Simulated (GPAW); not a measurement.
# Calculation of the molecule and its ions, with input and output: C$_{2}$H$_{2}$F$_{2}$O

System: C$_{2}$H$_{2}$F$_{2}$O.
Method: RPBE/real-space grid, scalar-relativistic datasets (GPAW 26.7.0).

The geometry comes from this level: GFN2-xTB.

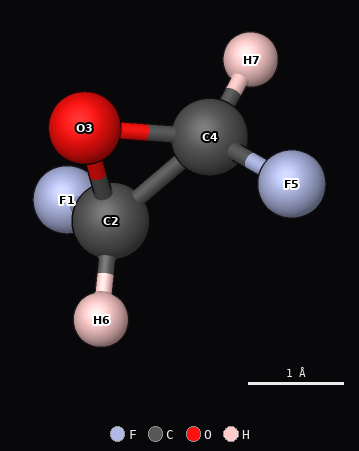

*The structure (ball-and-stick view, seen at a tilt; atoms are numbered from 1 in the order of the input).*

Bond lengths as drawn: C–C 1.46 Å, C–F 1.35 Å, C–H 1.08 Å and C–O 1.38 Å.

Input file (calc.py):
```python
from ase.io.zmatrix import parse_zmatrix
from gpaw import GPAW

# Set up the molecule
zmat = """
F
C 1 r2
O 2 r3 1 a3
C 3 r4 2 a4 1 d4
F 4 r5 3 a5 2 d5
H 2 r6 1 a6 3 d6
H 4 r7 5 a7 3 d7
"""
values = dict(r2=1.348453, r3=1.378733, a3=116.0567, r4=1.378323, a4=63.93204, d4=-108.63177, r5=1.348224, a5=116.06943, d5=-108.77042, r6=1.084241, a6=111.83474, d6=140.60726, r7=1.084532, a7=111.82371, d7=140.60165)
atoms = parse_zmatrix(zmat, defs=values)
atoms.center(vacuum=4.5)

energies = {}
for name, charge, unpaired in [('neutral', 0, 0), ('oxidised', 1, 1)]:
    atoms.set_initial_magnetic_moments([unpaired / len(atoms)] * len(atoms))
    gpaw_calc = GPAW(mode='fd',
                     charge=charge,
                     xc='RPBE',
                     h=0.18,
                     symmetry='off',
                     maxiter=100,
                     occupations={'name': 'fermi-dirac', 'width': 0.0, 'fixmagmom': unpaired > 0},
                     txt=f'{name}.txt')
    atoms.calc = gpaw_calc
    energies[name] = atoms.get_potential_energy()
    print(f'{name:10} {energies[name]:12.5f} eV')

ip = energies['oxidised'] - energies['neutral']
print(f'Vertical IP             {ip:.3f} eV')
```

Hardware: 1 thread of Intel Xeon (Granite Rapids), 12 GiB of memory available, shared host.

Command:
```bash
python calc.py > calc.log
```

What the program printed:
```
neutral       -38.17862 eV
oxidised      -27.03317 eV
Vertical IP             11.145 eV
```

Results in brief:

```json
{"quantity": "outcome", "value": "converged"}
{"quantity": "ionisation energy", "value": "11.15 eV"}
{"quantity": "wall time", "value": "88 s"}
{"quantity": "peak memory", "value": "1.1 GiB"}
```
